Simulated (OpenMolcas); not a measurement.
**triplet CH5FOSn: levels of theory compared**

Aim: a comparison of 3 runs (UBHLYP/def2-SVP, UPBE/def2-SVP, USVWN5/def2-SVP) of triplet CH5FOSn. 

Program for the calculation: OpenMolcas 26.06.

## (1) The molecule

CH5FOSn has 9 atoms, charge 0, and is taken as a triplet. SMILES of the parent species: `C[O][SnH2][F]`. The coordinates come from a PBE0-D4/def2-TZVP relaxation. This is one conformer, not always the lowest. That shape belongs to the parent species and isn't relaxed for this state.

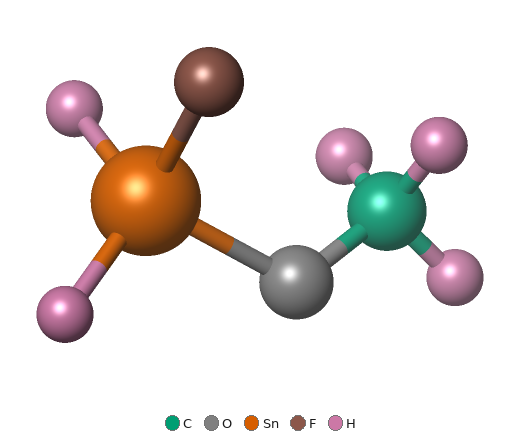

The structure, seen from a chosen angle (carbon teal, oxygen grey, tin orange, fluorine brown, hydrogen pink).

## (2) The energy at UBHLYP/def2-SVP (core potential) (run 1)

Input file input.xyz:

```xyz
9

C      0.518500     1.372900     0.070100
O      0.868000     0.081800    -0.373800
Sn    -0.399500    -1.388400    -0.243800
F     -0.697400    -1.629400     1.640500
H      1.313300     2.060500    -0.231100
H     -0.420600     1.731700    -0.373400
H      0.422100     1.418200     1.160900
H     -1.916000    -0.924300    -0.859900
H      0.399900    -2.769100    -0.806400
```

Input file calc.inp:

```
&GATEWAY
 BasLib
 $CurrDir
 Coord
 input.xyz
 Basis
 def2-SVP
 Group
 NoSym

&SEWARD
 GridInput
 Grid=UltraFine
 End of Grid

&SCF
 UHF
 Spin
 3
 KSDFT
 HYB_GGA_XC_BHANDHLYP
 Thresholds
 1e-10 1e-07 1e-07 1e-05
 PrOrbitals
 0
```

The basis set def2-SVP is read from a file made from the Basis Set Exchange's data (not shown).

Command:

```
$ export MOLCAS_MEM=1860
$ pymolcas calc.inp > calc.log
```

What it wrote:

```text
--- Start Module: gateway ---
[...]
--- Stop Module: gateway /rc=_RC_ALL_IS_WELL_ ---
--- Start Module: seward ---
[...]
      Basis functions           93
--- Stop Module: seward /rc=_RC_ALL_IS_WELL_ ---
[...]
--- Start Module: scf ---
[...]
       Convergence after  32 Iterations
[...]
::    Total KS-DFT energy                            -429.9158053127
[...]
      Total spin, S                                     1.0027656559
[...]
      Total electronic charge=   50.000000
      Total            charge=   -0.000000
[...]
      Dipole Moment (debye):
      Origin of the operator (angstrom)=   -0.2399   -1.0360   -0.0251
                   X=  1.4000E+00               Y=  4.4067E+00               Z= -1.6432E+00           Total=  4.9071E+00
      Quadrupole Moment (debye*angstrom):
[...]
--- Stop Module: scf /rc=_RC_ALL_IS_WELL_ ---
[...]
```

Wall time 57 s (1 thread of Intel Xeon 6975P-C (Granite Rapids), shared host); peak memory 0.51 GiB.

## (3) The energy at UPBE/def2-SVP (core potential) (run 2)

Input file job.inp:

```
* CH5FOSn Kohn-Sham DFT
&GATEWAY
BasLib = $CurrDir
Coord
9
bohr
C      0.97982300     2.59440500     0.13246980
O      1.64028228     0.15457960    -0.70637963
Sn    -0.75494559    -2.62369575    -0.46071523
F     -1.31789500    -3.07911975     3.10009571
H      2.48177732     3.89378068    -0.43671571
H     -0.79481881     3.27243873    -0.70562373
H      0.79765340     2.68000959     2.19378306
H     -3.62071525    -1.74667386    -1.62497549
H      0.75570148    -5.23284061    -1.52387515
Basis = def2-SVP
Group = NoSym
&SEWARD
GridInput
Grid=UltraFine
End of Grid
&SCF
UHF
Spin = 3
KSDFT = PBE
Thresholds = 1e-10 1e-07 1e-07 1e-05
PrOrbitals = 1
```

The basis set def2-SVP is read from a file made from the Basis Set Exchange's data (not shown).

Command:

```
$ export MOLCAS_MEM=1860
$ pymolcas job.inp > job.log
```

What it wrote:

```text
--- Start Module: gateway ---
[...]
--- Stop Module: gateway /rc=_RC_ALL_IS_WELL_ ---
--- Start Module: seward ---
[...]
      Basis functions           93
--- Stop Module: seward /rc=_RC_ALL_IS_WELL_ ---
[...]
--- Start Module: scf ---
[...]
       Convergence after  38 Iterations
[...]
::    Total KS-DFT energy                            -429.8679015226
[...]
      Total spin, S                                     1.0017336726
[...]
      Total electronic charge=   50.000000
      Total            charge=   -0.000000
[...]
      Dipole Moment (debye):
      Origin of the operator (angstrom)=   -0.2399   -1.0360   -0.0251
                   X=  1.3759E-01               Y=  2.8123E+00               Z= -1.3938E+00           Total=  3.1417E+00
      Quadrupole Moment (debye*angstrom):
[...]
--- Stop Module: scf /rc=_RC_ALL_IS_WELL_ ---
[...]
```

It took 65 s on 1 thread of Intel Xeon 6975P-C (Granite Rapids), shared host; peak memory 0.51 GiB.

## (4) The energy at USVWN5/def2-SVP (core potential) (run 3)

Input file run.inp:

```
* CH5FOSn Kohn-Sham DFT

&gateway
  baslib = $CurrDir
  coord
  9
  bohr
  C      0.97982300     2.59440500     0.13246980
  O      1.64028228     0.15457960    -0.70637963
  Sn    -0.75494559    -2.62369575    -0.46071523
  F     -1.31789500    -3.07911975     3.10009571
  H      2.48177732     3.89378068    -0.43671571
  H     -0.79481881     3.27243873    -0.70562373
  H      0.79765340     2.68000959     2.19378306
  H     -3.62071525    -1.74667386    -1.62497549
  H      0.75570148    -5.23284061    -1.52387515
  basis = def2-SVP
  group = NoSym

&seward
  gridinput
  Grid=UltraFine
  End of Grid

&scf
  uhf
  spin = 3
  ksdft = SVWN5
  thresholds = 1e-10 1e-07 1e-07 1e-05
  prorbitals = 1
```

The basis set def2-SVP is read from a file made from the Basis Set Exchange's data (not shown).

Command:

```
$ export MOLCAS_MEM=1860
$ pymolcas run.inp > run.log
```

What it wrote:

```text
--- Start Module: gateway ---
[...]
--- Stop Module: gateway /rc=_RC_ALL_IS_WELL_ ---
--- Start Module: seward ---
[...]
      Basis functions           93
--- Stop Module: seward /rc=_RC_ALL_IS_WELL_ ---
[...]
--- Start Module: scf ---
[...]
       Convergence after  46 Iterations
[...]
::    Total KS-DFT energy                            -428.2092010385
[...]
      Total spin, S                                     1.0012720502
[...]
      Total electronic charge=   50.000000
      Total            charge=   -0.000000
[...]
      Dipole Moment (debye):
      Origin of the operator (angstrom)=   -0.2399   -1.0360   -0.0251
                   X=  4.3005E-02               Y=  2.7305E+00               Z= -1.5305E+00           Total=  3.1305E+00
      Quadrupole Moment (debye*angstrom):
[...]
--- Stop Module: scf /rc=_RC_ALL_IS_WELL_ ---
[...]
```

Wall time 44 s (1 thread of Intel Xeon 6975P-C (Granite Rapids), shared host); peak memory 0.51 GiB.

## (5) Overview of the runs

| run | level | energy (Eh) | dipole moment (D) | HOMO energy (eV) | ⟨S²⟩ | wall time |
| --- | --- | --- | --- | --- | --- | --- |
| 1 | UBHLYP/def2-SVP (core potential) | -429.915805 | 4.91 | -2.99 | 2.008 | 57 s |
| 2 | UPBE/def2-SVP (core potential) | -429.867902 | 3.14 | -1.48 | 2.005 | 65 s |
| 3 | USVWN5/def2-SVP (core potential) | -428.209201 | 3.13 | -1.61 | 2.004 | 44 s |

## (6) Results

| quantity | value |
| --- | --- |
| run 3: total energy | -428.20920 Eh |
| run 3: dipole moment | 3.13 D |
| run 3: HOMO energy (highest over α and β) | -1.61 eV |
| run 3: ⟨S²⟩ | 2.004 |

**Reading.** The dipole moment (its size) runs from 3.13 D (USVWN5/def2-SVP) to 4.91 D (UBHLYP/def2-SVP). Totals of different functionals can't be ranked against each other. All runs together took 2.8 min, the longest 65 s.
